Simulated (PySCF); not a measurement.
System: BN (triplet).

```xyz
2

B     0.0000    0.0000   -0.7384
N     0.0000    0.0000    0.5806
```

Theory: PBE0/x2c-SVPall, spin-free X2C-1e, Gaussian nucleus, at a bond length of 1.319 Å in PySCF.

> What can the converged electron density, electron localisation function and spin density tell about the bonding?

B–N (1.32 Å): the density is about 2.3 e/Å³ at the midpoint; the ELF peaks at about 0.90 between the atoms (a short, strongly polar bond).
The unpaired spin (2 electrons) lies mostly on B1 (about 1.2) and N2 (about 0.8), in electrons by Hirshfeld's partition.

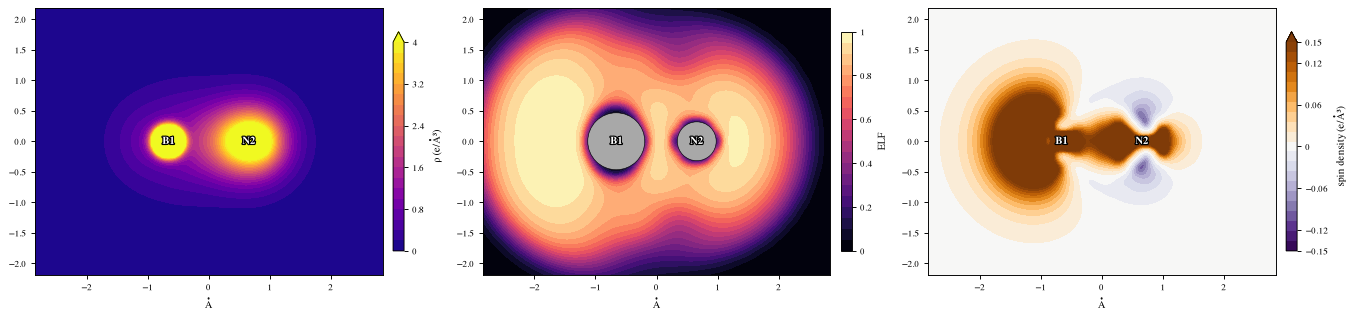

Computed electron density, electron localisation function and spin density on a plane that holds the molecular axis, in this order. Grey discs cover the atomic cores in the ELF map. 
